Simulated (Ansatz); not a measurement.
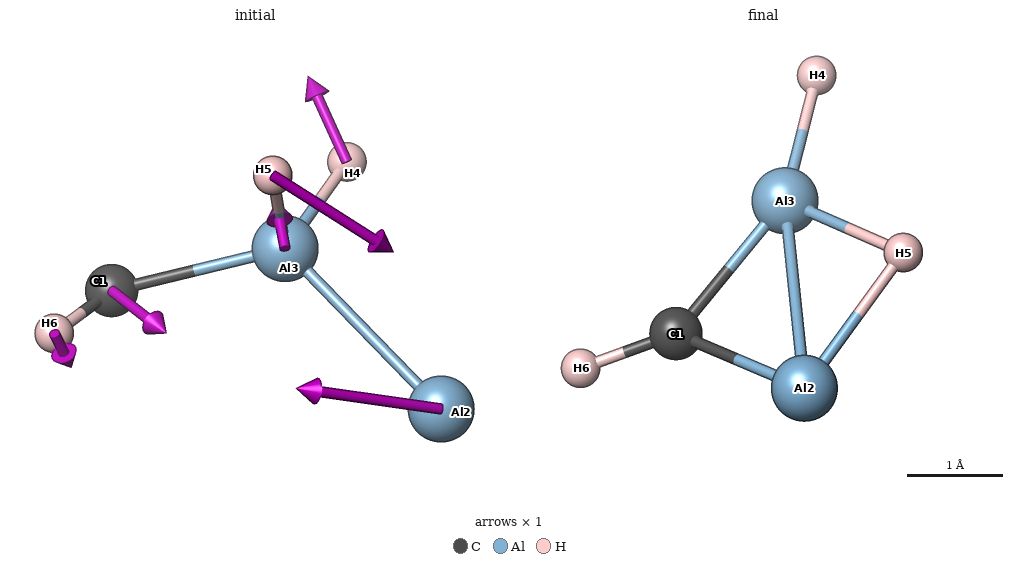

The structure of CH3Al2 (multiplicity 2) before (left) and after (right) a relaxation, at one scale. The purple arrows give the displacements, at their true length.

A ball-and-stick model, seen at a tilt.

It is one of the separated reactants of a reaction.

The calculation used UKS PBE-D4/def2-SVP (Ansatz). (force threshold 0.03 eV/Å; at most 250 steps)

### What changed between the two?

The energy falls by 3.856 eV in 27 accepted moves (28 points after the start). The largest force component goes from 1.9 to 0.024 eV/Å. The line search rejected the trial step at point 26 of the run. The largest move after the best rigid fit is that of Al2, 1.72 Å. By element the largest moves are Al 1.72 Å, H 1.61 Å, C 0.97 Å. Among the contacts that change: C1–Al2 3.834 → 1.883 Å, Al2–H5 3.122 → 1.847 Å, Al3–H5 1.520 → 1.745 Å, Al2–Al3 2.420 → 2.568 Å. New bonds form, among them: C1–Al2 (3.83 → 1.88 Å). Among the angles between lasting bonds that change: C1–Al3–Al2 122.5° → 47.0°, Al2–Al3–H5 102.4° → 46.0°, Al2–Al3–H4 106.4° → 161.8°. The run took 44 s on 2 threads of Arm Neoverse V2 (shared host).
